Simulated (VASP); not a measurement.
Band structure of CdS (zinc blende). Method: MS2 meta-GGA, VASP's PBE PAW potentials (set 64) (plane waves; VASP).

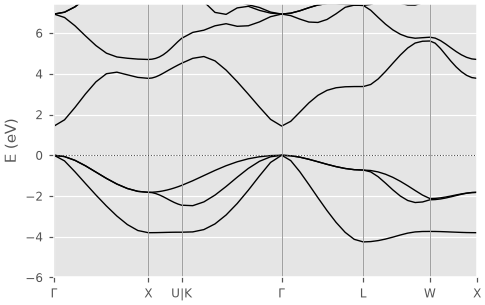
*Bands along high-symmetry lines, zero at the valence-band maximum or, without a gap, the Fermi level*

### Question
Read the plot: is there a gap, and where are the band edges?

### Answer
The gap is direct, 1.43 eV, from the valence maximum at Γ to the conduction minimum at Γ.

Measured: gap 2.48 eV at 4 K (computed value off by -1.05 eV), as given by arXiv:1206.3780.

The compound is CdS in the zinc blende structure, a metastable form; wurtzite is the usual one. It was relaxed first.
